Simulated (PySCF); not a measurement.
**C₇H₁₅NOSi (SMILES C=CO[SiH2]N1CCC[C@H]1C): density, localisation and related maps**

The calculation's input:

```
{"job": {"kind": "uv", "xc": "B3LYP", "basis": "def2-SVPD", "ip": true}, "charge": 0, "multiplicity": 1}
C      4.289495     0.636423     0.370451
C      3.209420     1.206677     0.914530
O      1.922952     0.907349     0.668589
Si     1.312027    -0.177059    -0.482491
N     -0.396350    -0.081326    -0.475677
C     -1.084444     1.126241    -0.929858
C     -2.213341     1.305956     0.077285
C     -2.605401    -0.135945     0.363734
C     -1.265574    -0.880517     0.405523
C     -1.370970    -2.333883    -0.024786
H      5.282612     0.980559     0.662298
H      4.227443    -0.170588    -0.364788
H      3.307810     2.011451     1.652874
H      1.734863    -1.557372    -0.115905
H      1.863876     0.239944    -1.802928
H     -0.407511     1.995518    -0.958714
H     -1.494796     0.997612    -1.950482
H     -1.824894     1.785909     0.990253
H     -3.040729     1.920867    -0.306408
H     -3.182041    -0.268026     1.290805
H     -3.217195    -0.529511    -0.466261
H     -0.881015    -0.849541     1.444137
H     -0.397040    -2.842556     0.031288
H     -1.729874    -2.398057    -1.063832
H     -2.072608    -2.882344     0.623557
```

Launched as:

```sh
OMP_NUM_THREADS=1 python probes_run.py task.json out
```

Geometry: PBE0-D3(BJ)/def2-SVP.

Level of theory: PySCF, B3LYP/def2-SVPD, SCF density, gas phase.

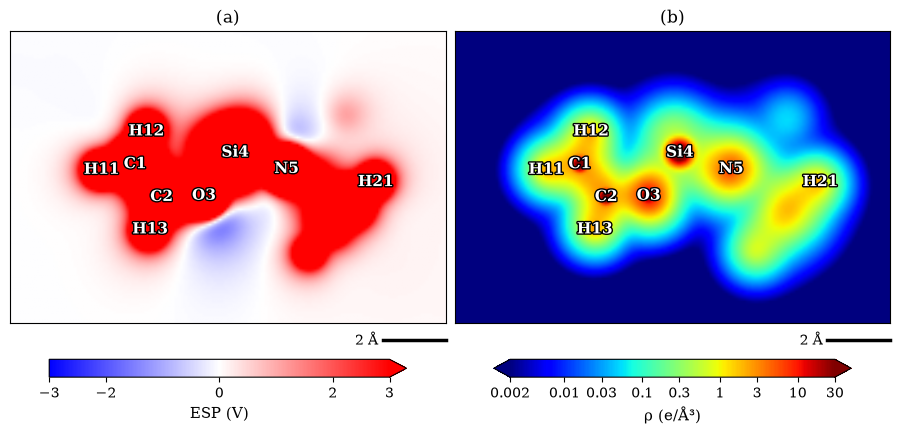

Figure 1. (a) electrostatic potential; (b) electron density on the plane of atoms C1, C2 and H13.

> What does the map show?

The plane passes through C, O, Si, N and H nuclei.
C–C (1.34 Å): the density is about 2.3 e/Å³ at the midpoint.
C–O (1.34 Å): ρ is about 2.4 e/Å³ halfway.
Si–O (1.70 Å): the density is about 1 e/Å³ at the midpoint.
Si–N (1.71 Å): ρ is about 1.1 e/Å³ halfway.
C–H (1.09 Å): ρ at the midpoint is about 1.9 e/Å³.
Outside the dense part of the molecule the potential is most negative (−1.5 V) near O3.

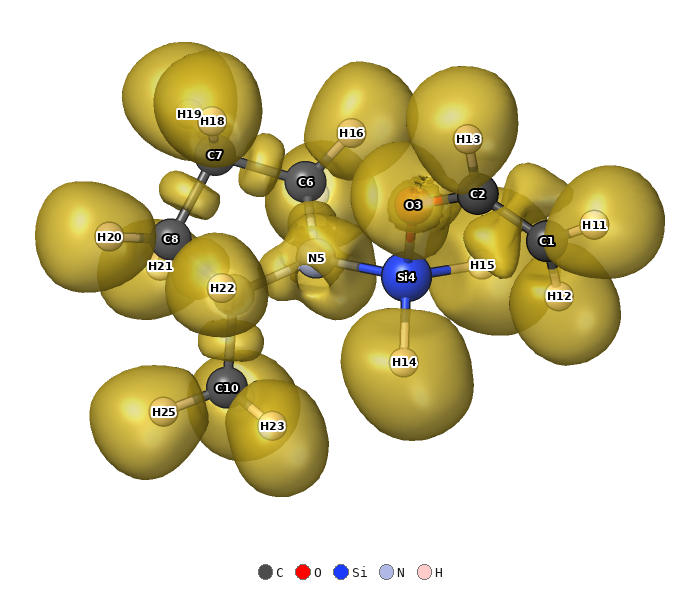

Figure 2. Isosurface of the ELF at 0.75 (yellow), seen at a tilt. Core shells and regions of very low density are left out.

> Where are the electrons localised?

The surface consists of five regions between bonded C–C atoms (shared pairs), 15 regions around hydrogen nuclei, one region on N in which the atom's valence shell and bonds are merged and one region on O in which the atom's valence shell and bonds are merged. Profiles from the grid: C–C (1.34 Å): the ELF peaks at about 0.95 between the atoms (a short, multiple covalent bond). C–O (1.34 Å): the ELF peaks at about 0.90 between the atoms; a polar covalent bond.

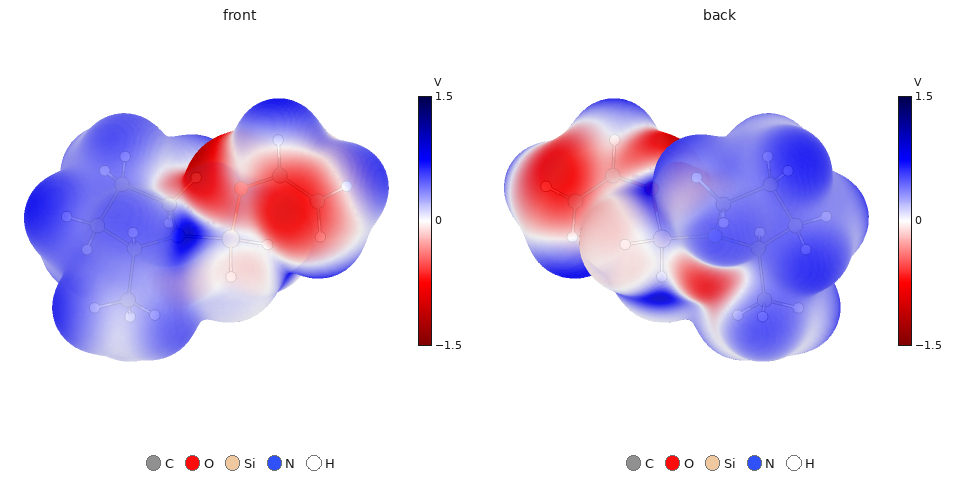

Figure 3. The electrostatic potential painted on the density surface at 0.002 e/bohr³, seen from the front and from behind; the colour scale runs from red (negative) to blue (positive).

> Which sites attract a positive test charge, and which a negative one?

A positive charge is drawn to the negative regions and a negative charge to the positive ones. The most negative region (about −1.0 V) lies over O3, the most positive (about +0.8 V) over Si4. O3 is the likeliest acceptor of a hydrogen bond.
